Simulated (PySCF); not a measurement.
**C₄H₃F₅O: a changed input and its effect**

System: C₄H₃F₅O, SMILES FC(F)=COCC(F)(F)F.
Method of run 1: GIAO PW91/pcSseg-1 NMR shielding, non-relativistic, gas phase (PySCF 2.14.0).

The geometry comes from this level: GFN2-xTB. Text and figures count atoms from 1; the logs count them from 0 in places.

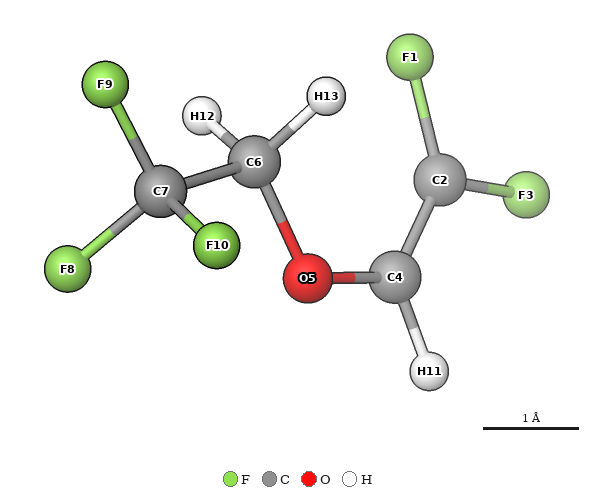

Figure 1. The input geometry (ball-and-stick view, seen at a tilt; atoms are numbered from 1 in the order of the input).

### The input, run 1
```
{"job": {"kind": "nmr", "xc": "PW91", "basis": "pcSseg-1", "pop": false}, "charge": 0, "multiplicity": 1}
F      2.119118     0.918282     0.973438
C      2.264102    -0.157593     0.194673
F      3.555258    -0.444456     0.052990
C      1.314918    -0.878535    -0.383032
O     -0.028639    -0.724095    -0.341902
C     -0.551163     0.345023     0.411440
C     -2.071289     0.279264     0.278861
F     -2.475544     0.402647    -0.985749
F     -2.644492     1.271786     0.973571
F     -2.571410    -0.865141     0.746079
H      1.600529    -1.725869    -0.987660
H     -0.217807     1.318849     0.030302
H     -0.297969     0.260324     1.476158
```

The first line tells a small driver script what to run in PySCF; the rest is the geometry in Å.

Command:
```bash
OMP_NUM_THREADS=1 python <driver script> task.json out
```

Hardware: 1 CPU thread, shared host.

### Output (run 1)
```
coarse grid: 12720 points
cycle   1  E = -728.0171599820  dE =  1.660e+00  |g| = 1.181e+00  |ddm| = 3.296e+00
cycle   2  E = -727.2196724853  dE =  7.975e-01  |g| = 2.451e+00  |ddm| = 2.140e+00
cycle   3  E = -728.2064459474  dE = -9.868e-01  |g| = 3.918e-01  |ddm| = 1.725e+00
cycle   4  E = -728.2340593085  dE = -2.761e-02  |g| = 1.620e-01  |ddm| = 4.466e-01
cycle   5  E = -728.2387674820  dE = -4.708e-03  |g| = 5.530e-02  |ddm| = 1.570e-01
cycle   6  E = -728.2394117605  dE = -6.443e-04  |g| = 2.084e-02  |ddm| = 5.188e-02
cycle   7  E = -728.2395037928  dE = -9.203e-05  |g| = 4.544e-03  |ddm| = 1.618e-02
cycle   8  E = -728.2395072574  dE = -3.465e-06  |g| = 9.028e-04  |ddm| = 3.567e-03
final grid: 130176 points
cycle   9  E = -728.3727413712  dE = -7.035e-05  |g| = 1.558e-02  |ddm| = 3.375e-02
cycle  10  E = -728.3726132223  dE =  1.281e-04  |g| = 3.158e-02  |ddm| = 2.574e-02
cycle  11  E = -728.3727808573  dE = -1.676e-04  |g| = 3.538e-03  |ddm| = 1.894e-02
cycle  12  E = -728.3727836865  dE = -2.829e-06  |g| = 1.023e-03  |ddm| = 3.803e-03
cycle  13  E = -728.3727839001  dE = -2.137e-07  |g| = 2.928e-04  |ddm| = 1.028e-03
cycle  14  E = -728.3727839164  dE = -1.629e-08  |g| = 8.039e-05  |ddm| = 2.372e-04
cycle  15  E = -728.3727839176  dE = -1.138e-09  |g| = 2.129e-05  |ddm| = 6.190e-05
cycle  16  E = -728.3727839176  dE = -7.299e-11  |g| = 7.786e-06  |ddm| = 1.648e-05
converged SCF energy = -728.3727839176

GIAO shielding tensors (ppm)
atom      isotropic    diamagn.    paramagn.     s11        s22        s33       span
  0 F      266.494     476.807    -210.313    252.327    252.721    294.434     42.107
  1 C       13.331     251.050    -237.719    -44.446     41.125     43.313     87.759
  2 F      274.116     470.740    -196.624    210.843    291.152    320.352    109.509
  3 C       68.095     250.000    -181.906     12.026     88.280    103.978     91.952
  4 O      259.024     396.718    -137.694    217.537    275.672    283.864     66.327
  5 C      106.944     249.624    -142.680     88.700     94.031    138.101     49.400
  6 C       44.099     243.538    -199.440     38.183     44.752     49.361     11.178
  7 F      244.271     473.326    -229.055    163.783    245.271    323.758    159.975
  8 F      243.900     470.671    -226.772    162.242    240.412    329.044    166.803
  9 F      244.226     472.478    -228.253    163.696    245.220    323.761    160.065
 10 H       25.652      28.875      -3.223     21.981     24.551     30.424      8.443
 11 H       27.235      31.604      -4.369     23.026     28.920     29.760      6.734
 12 H       27.234      31.080      -3.846     23.037     28.899     29.767      6.730
```

For run 2 the input was changed thus:
```diff
-"xc": "PW91"
-"basis": "pcSseg-1"
+"xc": "PBE0"
+"basis": "3-21G"
```

Predict how the results change.

The total energies belong to different models, so their difference says nothing on which is more stable or more accurate. The HOMO goes from −5.83 to −6.75 eV. The LUMO goes from −0.44 to 1.00 eV. The dipole moment goes from 1.08 to 1.25 D. Of all shieldings, the largest change is that of F9, by +61.8 ppm. The functional changes from PW91 to PBE0. The SCF takes 14 iterations against 16. The basis functions go from 185 to 96.

### Output (run 2)
```
coarse grid: 12720 points
cycle   1  E = -723.5454264375  dE =  1.647e+00  |g| = 1.103e+00  |ddm| = 3.779e+00
cycle   2  E = -723.2820237498  dE =  2.634e-01  |g| = 1.693e+00  |ddm| = 2.395e+00
cycle   3  E = -723.7820963105  dE = -5.001e-01  |g| = 1.566e-01  |ddm| = 1.447e+00
cycle   4  E = -723.7862611227  dE = -4.165e-03  |g| = 6.446e-02  |ddm| = 2.192e-01
cycle   5  E = -723.7871238695  dE = -8.627e-04  |g| = 9.041e-03  |ddm| = 6.634e-02
cycle   6  E = -723.7871410783  dE = -1.721e-05  |g| = 2.878e-03  |ddm| = 1.048e-02
cycle   7  E = -723.7871429193  dE = -1.841e-06  |g| = 5.781e-04  |ddm| = 3.062e-03
final grid: 130176 points
cycle   8  E = -723.9277167893  dE = -5.343e-05  |g| = 9.216e-03  |ddm| = 1.917e-02
cycle   9  E = -723.9277040654  dE =  1.272e-05  |g| = 1.291e-02  |ddm| = 1.795e-02
cycle  10  E = -723.9277320267  dE = -2.796e-05  |g| = 7.244e-04  |ddm| = 1.085e-02
cycle  11  E = -723.9277321191  dE = -9.233e-08  |g| = 3.621e-04  |ddm| = 1.122e-03
cycle  12  E = -723.9277321462  dE = -2.712e-08  |g| = 9.534e-05  |ddm| = 4.418e-04
cycle  13  E = -723.9277321480  dE = -1.830e-09  |g| = 2.312e-05  |ddm| = 1.019e-04
cycle  14  E = -723.9277321481  dE = -1.082e-10  |g| = 3.300e-06  |ddm| = 2.362e-05
converged SCF energy = -723.9277321481

GIAO shielding tensors (ppm)
atom      isotropic    diamagn.    paramagn.     s11        s22        s33       span
  0 F      320.309     476.275    -155.966    296.574    323.483    340.871     44.297
  1 C       64.250     249.120    -184.869     12.821     89.685     90.246     77.425
  2 F      321.751     465.964    -144.213    289.913    330.857    344.484     54.570
  3 C      108.167     247.971    -139.804     58.322    123.402    142.776     84.454
  4 O      301.974     394.133     -92.159    258.898    313.441    333.582     74.684
  5 C      143.937     246.239    -102.301    124.375    134.014    173.423     49.048
  6 C       85.492     242.550    -157.057     80.355     87.200     88.922      8.567
  7 F      304.563     471.579    -167.016    248.595    309.879    355.215    106.620
  8 F      305.727     469.864    -164.137    250.049    309.061    358.071    108.022
  9 F      304.534     471.002    -166.469    248.520    309.849    355.232    106.713
 10 H       27.171      28.502      -1.331     23.043     26.954     31.517      8.475
 11 H       28.857      30.034      -1.176     23.985     30.713     31.874      7.889
 12 H       28.856      30.144      -1.289     23.996     30.693     31.879      7.883
```

### The two runs side by side

```tsv
quantity	run 1	run 2
outcome	converged	converged
total energy (hartree)	−728.372784	−723.927732
HOMO (eV)	−5.83	−6.75
LUMO (eV)	−0.44	1.00
dipole moment (D)	1.08	1.25
shielding of F1 (ppm)	266.5	320.3
shielding of C2 (ppm)	13.3	64.3
shielding of F3 (ppm)	274.1	321.8
shielding of O5 (ppm)	259.0	302.0
shielding of F8 (ppm)	244.3	304.6
shielding of F9 (ppm)	243.9	305.7
shielding of F10 (ppm)	244.2	304.5
SCF iterations	16	14
basis functions	185	96
wall time (shared host)	96 s	23 s
```
